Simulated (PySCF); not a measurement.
```xyz
9

Os    0.0000    0.0000    0.2029
O     0.0000    0.0000    1.9251
O     0.0000    0.0000   -1.5430
O     1.8485   -0.1340    0.2290
H     2.2744   -0.1648   -0.6571
O    -0.8082    1.6679    0.2290
H    -0.9945    2.0522   -0.6571
O    -1.0403   -1.5339    0.2290
H    -1.2800   -1.8873   -0.6571
```

Core potentials replace the inner electrons of Os.

Level of theory: RKS B3LYP, Os def2-SVP with ECP60, O def2-SVP, H def2-SVP; non-relativistic Hamiltonian with scalar-relativistic core potentials where named; density fitting (PySCF).

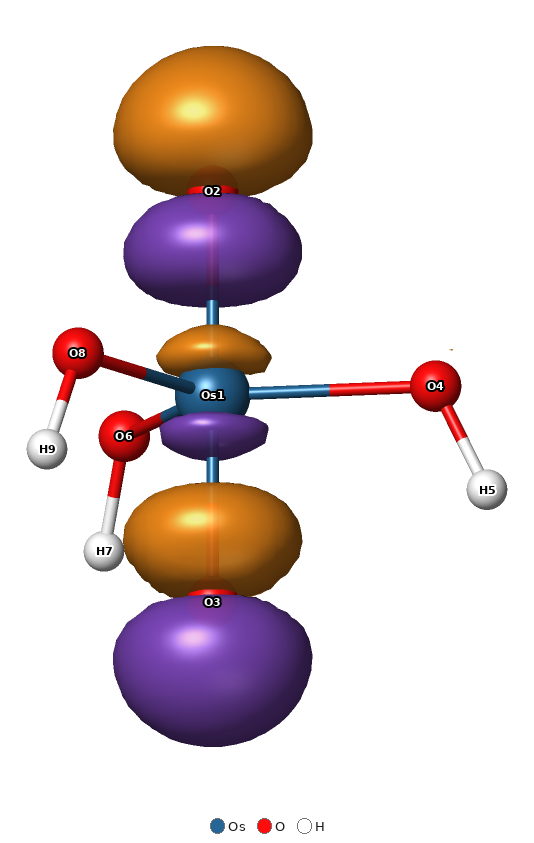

H3O5Os (charge +1). One frontier orbital at ±0.15 Å⁻³ᐟ² (orange and purple are the two phases), seen from one side.

Which orbital is it: HOMO or LUMO?

Answer. The HOMO, at −15.49 eV. Its weight (Hirshfeld) is mainly on O3 (about 45 %) and O2 (about 45 %); largely a combination of lone pairs on O3 and O2.
